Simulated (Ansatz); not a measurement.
# The cluster Si₂Mo: single points with varied inputs

Aim: run the cluster Si₂Mo under a spread of inputs, and see what each costs and gives.

Computed with Ansatz 0.2.0, Gaussian basis. Level: the settings change from run to run.

4 further runs of the same task are left out: 4 set aside as unsound or not needed. Runs told in other sessions of the task aren't counted.

## 1. The relaxed structure

The geometry comes from an earlier relaxation with PBE0-D4 in a triple-zeta def2 set; it is a stationary point. Mo takes a core potential in def2 sets; no spin-orbit term is included.

3 atoms, charge 0, spin multiplicity 1.

Atoms are counted from 1 here; the program's logs count them from 0.

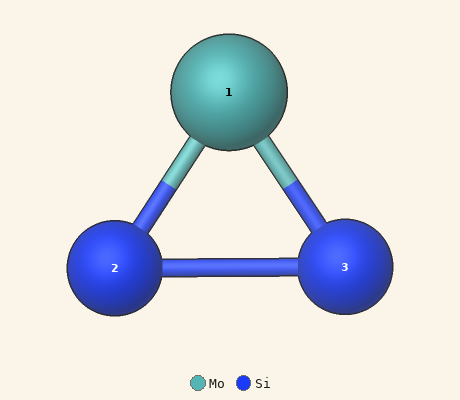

The geometry (molybdenum teal, silicon blue); atoms are numbered from 1 in the order of the file.

## 2. B3LYP5/def2-mTZVP

Options: unrestricted orbitals, atoms shaken by 0.08 Å, density fitting with def2-universal-jkfit.

Input file in.yaml:

```yaml
crystal:
  periodic: [false, false, false]
  atoms:
    - {symbol: Mo, position_ang: [0.897894, 0.096426, -0.853760]}
    - {symbol: Si, position_ang: [-1.157582, -0.330221, -0.322300]}
    - {symbol: Si, position_ang: [0.521977, 0.151683, 1.181409]}
basis:
  gaussian: {orbitals: def2-mTZVP, fitting: {mean_field: def2-universal-jkfit}}
magnetization: {spin_polarized: true, initial_magnetization: 0}
hamiltonian: {xc: {name: B3LYP5}}
scf: {omitted_lower_state_checks: [starts]}
```

Run with:

```console
$ ansatz run in.yaml --threads 4 --pin off --events-out ev --progress --plain --max-ram 3916MiB
```

The program printed:

```text
Functional definition: B3LYP5
  name "B3LYP5"
  cite "Stephens, Devlin, Chabalowski & Frisch, J. Phys. Chem. 98, 11623 (1994) doi:10.1021/j100096a001"
  cite "Becke, Phys. Rev. A 38, 3098 (1988) doi:10.1103/PhysRevA.38.3098"
  cite "Lee, Yang & Parr, Phys. Rev. B 37, 785 (1988) doi:10.1103/PhysRevB.37.785"
  cite "Vosko, Wilk & Nusair, Can. J. Phys. 58, 1200 (1980) doi:10.1139/p80-159"
  parameter a0 = 0.2
  parameter ax = 0.72
  parameter ac = 0.81
  exchange = (1 - a0 - ax)*slater_x + ax*b88_x + a0*exact_x
  correlation = (1 - ac)*vwn5_c + ac*lyp_c
these checks for a lower state are left out or cut short: starts
511 factors; integrals over basis functions are off by at most 1.2e0 eV
mean field evaluation 1: about -17589.0573 eV, gradient 5.8e1 eV
mean field evaluation 2: about -17446.8736 eV, gradient 1.2e2 eV
mean field evaluation 4: about -17552.5927 eV, gradient 9.4e1 eV
mean field evaluation 8: about -17604.4082 eV, gradient 2.5e-2 eV
mean field evaluation 16: about -17604.5500 eV, gradient 6.2e-1 eV
mean field -17604.55699430 eV, -646.9555367430 hartree, gradient 2.0e-5 eV, S^2 0.763629; 1 other end points of the search recorded, 0 dependent functions left out
reference -17604.55718561 eV, -646.9555437739 hartree; 21, 21 occupied and 56, 56 virtual orbitals, 511 factors
Total energy: -17604.55718561 eV, -646.9555437739 hartree
Checks for a lower state left out: starts
```

Wall time 3.7 s (4 threads of Arm Neoverse V1, shared host).

⟨S²⟩ 0.764. The spin excess of 0.76 shows a contaminated determinant.

## 3. r2SCAN/def2-mTZVP

This run has atoms shaken by 0.15 Å, relativity set to scalar.

Input file in.yaml:

```yaml
crystal:
  periodic: [false, false, false]
  atoms:
    - {symbol: Mo, position_ang: [0.962490, 0.110405, -0.889092]}
    - {symbol: Si, position_ang: [-1.102879, -0.520687, -0.479278]}
    - {symbol: Si, position_ang: [0.491360, 0.511895, 1.140875]}
basis:
  gaussian: {orbitals: def2-mTZVP}
hamiltonian: {xc: {name: r2SCAN}, pseudopotentials: {relativity: scalar}}
```

Launched as before.

The program printed, shortened:

```text
Functional definition: r2SCAN
  name "r2SCAN"
  cite "Furness, Kaplan, Ning, Perdew & Sun, J. Phys. Chem. Lett. 11, 8208 (2020) doi:10.1021/acs.jpclett.0c02405"
  cite "Furness, Kaplan, Ning, Perdew & Sun, J. Phys. Chem. Lett. 11, 9248 (2020) doi:10.1021/acs.jpclett.0c03077"
  parent r2scan
[...]
723 factors; their error is unknown
[...]
mean field -17636.59485333 eV, -648.1329063465 hartree, gradient 1.7e-5 eV, S^2 0.000000; 2 other end points of the search recorded, 0 dependent functions left out
reference -17636.59486514 eV, -648.1329067804 hartree; 21, 21 occupied and 56, 56 virtual orbitals, 723 factors
Total energy: -17636.59486514 eV, -648.1329067804 hartree
Relativity: scalar
```

Wall time 3.2 s (4 threads of Arm Neoverse V1, shared host).

## 4. wB97X-V/def2-SVP

Options: coordinates scaled by 1.05, the search for lower states set to off.

Input file in.yaml:

```yaml
crystal:
  periodic: [false, false, false]
  atoms:
    - {symbol: Mo, position_ang: [0.870714, 0.178783, -0.937440]}
    - {symbol: Si, position_ang: [-1.294574, -0.451769, -0.398449]}
    - {symbol: Si, position_ang: [0.423860, 0.272986, 1.335889]}
basis:
  gaussian: {orbitals: def2-SVP}
hamiltonian: {xc: {name: wB97X-V}}
scf: {lower_state_search: off}
```

Same command.

The program printed, shortened:

```text
Functional definition: wB97X-V
  name "wB97X-V"
  cite "Mardirossian & Head-Gordon, Phys. Chem. Chem. Phys. 16, 9904 (2014) doi:10.1039/C3CP54374A"
  cite "Becke, J. Chem. Phys. 107, 8554 (1997) doi:10.1063/1.475007"
  cite "Vydrov & Van Voorhis, J. Chem. Phys. 133, 244103 (2010) doi:10.1063/1.3521275"
[...]
      + integral(e_c_pw_opposite_spin*poly(b97_u_opposite, cos0, cos1)) + vv10(b, c)
[...]
659 factors; integrals over basis functions are off by at most 8.2e-4 eV
223 factors; integrals over basis functions are off by at most 4.3e-5 eV
[...]
mean field -17597.02074714 eV, -646.6785847685 hartree, gradient 4.4e-6 eV, S^2 0.000000; 0 other end points of the search recorded, 0 dependent functions left out
reference -17597.02074548 eV, -646.6785847072 hartree; 21, 21 occupied and 46, 46 virtual orbitals, 659 factors
Total energy: -17597.02074548 eV, -646.6785847072 hartree
Checks for a lower state left out: stability, starts, cluster_reference, orbital_swaps, neighbouring_geometries, increment
```

Run time: 2.8 s. Hardware: 4 threads of Arm Neoverse V1, shared host.

## 5. All runs side by side

| level | charge | multiplicity | geometry | functions | energy (eV) | time |
| --- | --- | --- | --- | --- | --- | --- |
| B3LYP5/def2-mTZVP | 0 | 1 | shaken | 77 | -17604.557 | 3.7 s |
| r2SCAN/def2-mTZVP | 0 | 1 | shaken | 77 | -17636.595 | 3.2 s |
| wB97X-V/def2-SVP | 0 | 1 | scaled | 67 | -17597.021 | 2.8 s |

## 6. Results

| quantity | value |
| --- | --- |
| runs | 3 |
| quickest | wB97X-V/def2-SVP, 2.8 s |
| slowest | B3LYP5/def2-mTZVP, 3.7 s |

In words: The runs differ in state or geometry as well as level, so their energies can't be set against each other. The times lie within a factor of two.
